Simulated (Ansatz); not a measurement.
## Electronic structure of HCl···GeH4 (SMILES Cl.[GeH4]) in real space

Input file:

```
crystal:
  periodic: [false, false, false]
  atoms:
    - {symbol: Cl, position_ang: [-0.427857, -0.035580, -3.051218]}
    - {symbol: H, position_ang: [0.325104, 0.130087, -2.026496]}
    - {symbol: Ge, position_ang: [0.010039, -0.021826, 1.025282]}
    - {symbol: H, position_ang: [-0.537048, -1.440850, 0.838717]}
    - {symbol: H, position_ang: [-1.128247, 0.999840, 0.935316]}
    - {symbol: H, position_ang: [1.028565, 0.269522, -0.095034]}
    - {symbol: H, position_ang: [0.729444, 0.098807, 2.373333]}
basis:
  gaussian: {orbitals: "def2-TZVPPD.json"}
hamiltonian: {xc: pbe0, dispersion: d4}
output: {orbitals: {seedname: orbitals}}
```

Command:

```sh
ansatz run in.yaml --threads 2 --pin off --events-out ev --progress --plain --max-ram 5222MiB
```

Geometry: PBE0-D4/def2-TZVP.

Theory: RKS PBE0-D4/def2-TZVPPD (Ansatz 0.2.0).

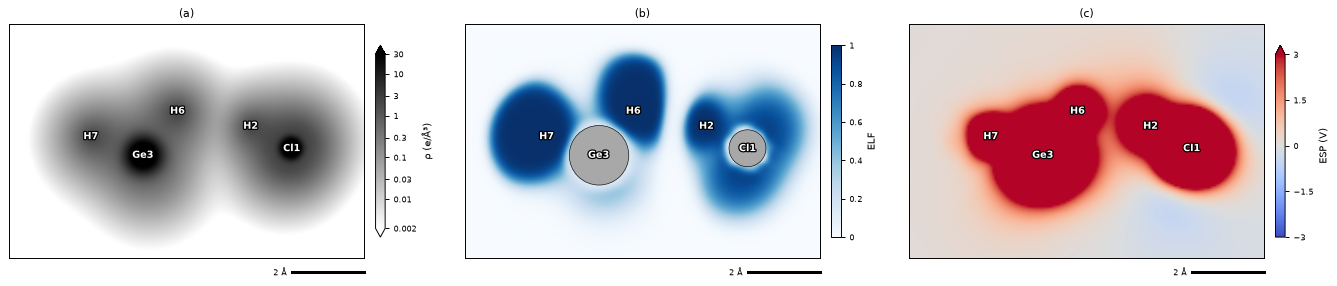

Figure 1. (a) electron density; (b) ELF; (c) electrostatic potential on the plane of atoms H6, Ge3 and H7. Grey discs cover the atomic cores in the ELF map.

### Read the bonding off the picture.

Atoms in the plane: Cl, H and Ge.
H2···H6 (2.06 Å): the density falls to about 0.07 e/Å³ on the way; the ELF dips to about 0.05 between them.
Cl–H (1.28 Å): ρ is about 2 e/Å³ halfway; the ELF climbs to about 1 towards the hydrogen, as it does in any bond to H.
Ge–H (1.54 Å): the density is about 1 e/Å³ at the midpoint; the ELF climbs to about 1 towards the hydrogen.
The ELF also peaks beside Cl1, away from the bonds: lone-pair regions.
Outside the dense part of the complex the potential is most negative (−0.5 V) near Cl1.

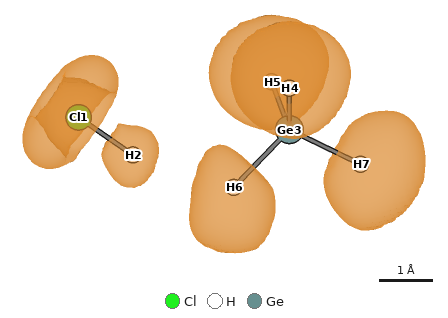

Figure 2. Isosurface of the electron localisation function at 0.85 (orange), seen at a tilt. Core shells and regions of very low density are left out.

### Describe the localisation domains.

At this value the surface marks out five regions around hydrogen nuclei and one ring or bowl of non-bonding electrons around Cl.

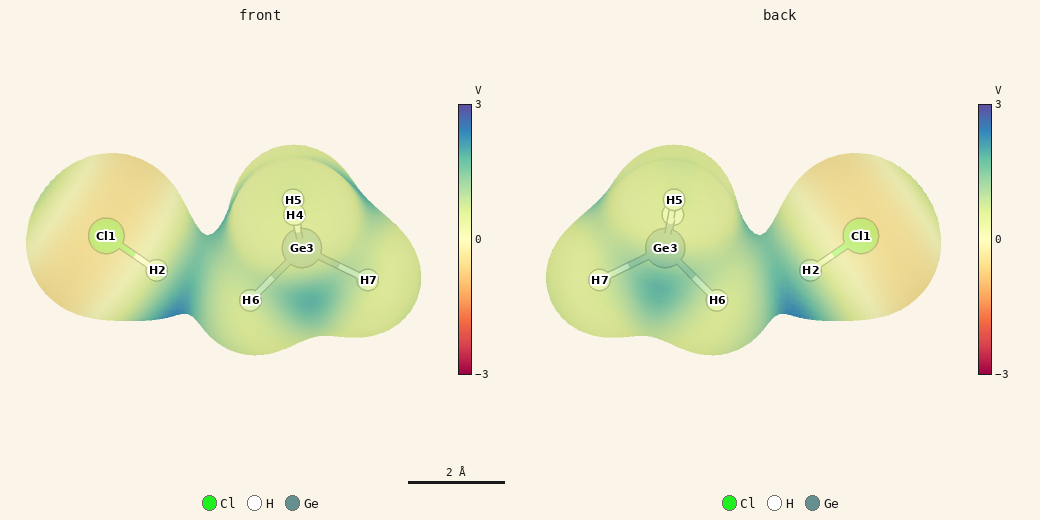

Figure 3. The molecular electrostatic potential painted on the density surface at 0.004 e/bohr³, seen from the front and from behind; red is negative and blue positive.

### Which sites attract a positive test charge, and which a negative one?

A positive charge is drawn to the negative regions and a negative charge to the positive ones. The most negative region (about −0.5 V) lies over Cl1, the most positive (about +2.3 V) over H2. Cl1 shows a σ-hole: about +0.9 V at the tip opposite its bond, against about −0.4 V on its flanks.
